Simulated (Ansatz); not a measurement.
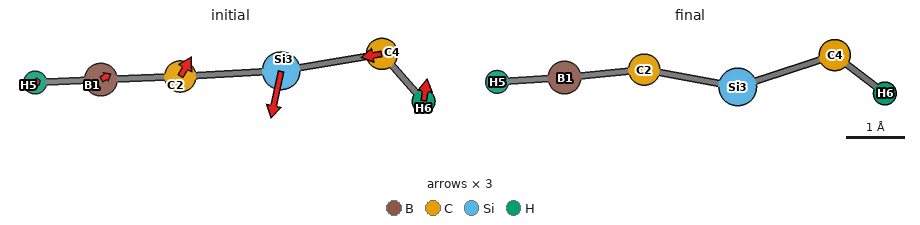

The structure of C2H2BSi (charge +1) before (left) and after (right) a relaxation, at one scale. The red arrows give the displacements, 3 times their true length.

A ball-and-stick model, seen face on.

Level of theory: RKS PBE0-D4/def2-TZVP in Ansatz 0.2.0. Set-up: force threshold 0.005 eV/Å; at most 200 steps.

### Describe what moved and what it gained.

The energy falls by 0.326 eV in 11 geometry steps. Largest force component: 2.9 eV/Å at the start, 0.00083 eV/Å at the end. Si3 moves most after the best rigid fit: 0.29 Å. By element the largest moves are Si 0.29 Å, H 0.14 Å, C 0.14 Å, B 0.07 Å. Some distances before and after: C2–Si3 1.752 → 1.651 Å, B1–H5 1.144 → 1.171 Å, B1–C2 1.380 → 1.390 Å. Bond angles that change, for instance: C2–Si3–C4 173.7° → 151.5°, B1–C2–Si3 178.7° → 163.9°, Si3–C4–H6 122.0° → 124.7°. The run took 32 s on 2 threads of Arm Neoverse V1, on a shared host.
